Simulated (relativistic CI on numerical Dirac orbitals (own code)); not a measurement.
Relativistic CI calculation for Ta³⁺

System: Ta³⁺.
Method: Dirac-Coulomb-Breit CI, KLI orbitals optimised for each configuration, model QED (radiative potential, 1s self-energy scaled to tabulated hydrogen-like ionisation energies), valence Slater integrals scaled by 0.75, one configuration in a parametric crystal field (relativistic CI on numerical Dirac orbitals, in-house).

Results in brief:

| quantity | value |
| --- | --- |
| outcome | converged |
| levels computed | 20 |
| hardware | 1 CPU thread, shared host |

The input:
```
atom Ta  Z=73  charge=3  electrons=70
nucleus A=181  rms_radius_fm=5.3507
hamiltonian dirac-coulomb  breit=on  qed=on  c_scale=1
orbitals kli  potential=per-configuration
slater_scale 0.75
correlation none
mixing on
configurations
  [Xe] 4f14 5d2
end
crystal_field Td 10Dq=-5600
```

The program writes its results to a structured record and prints no log; tables and figures of this report are taken from that record.

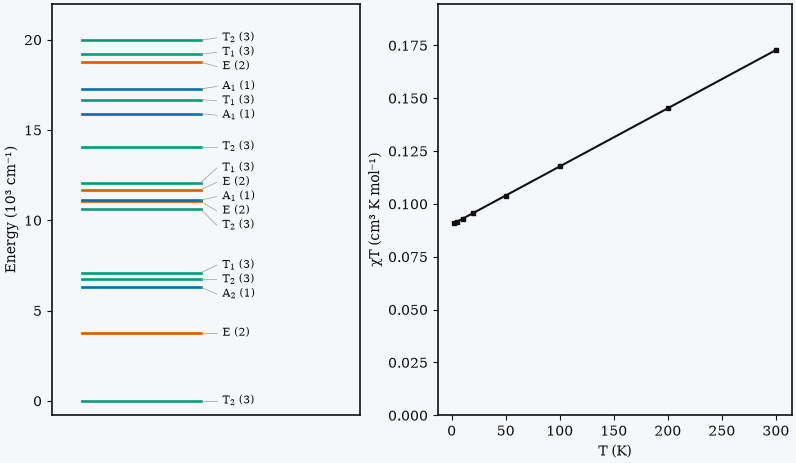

Crystal-field levels of Ta³⁺ (5d²) in a cubic field. Labels give the double-group representation and, in brackets, the degeneracy; the lowest 17 of 20 levels are drawn. One open-shell configuration in a parametric field without covalency; powder susceptibility by Van Vleck's formula. Tetrahedral, |10Dq| = 5,600 cm⁻¹. The ground level is T₂, a triplet, with total spin S = 0.98 (from expectation values). The next level lies at 3,750 cm⁻¹ (E). The field lowers the ground state by 3,620 cm⁻¹ against the free ion. χT is 0.0908 cm³ K mol⁻¹ at 2 K, 0.104 at 50 K and 0.173 at 300 K, an effective moment of 1.18 μB at room temperature.
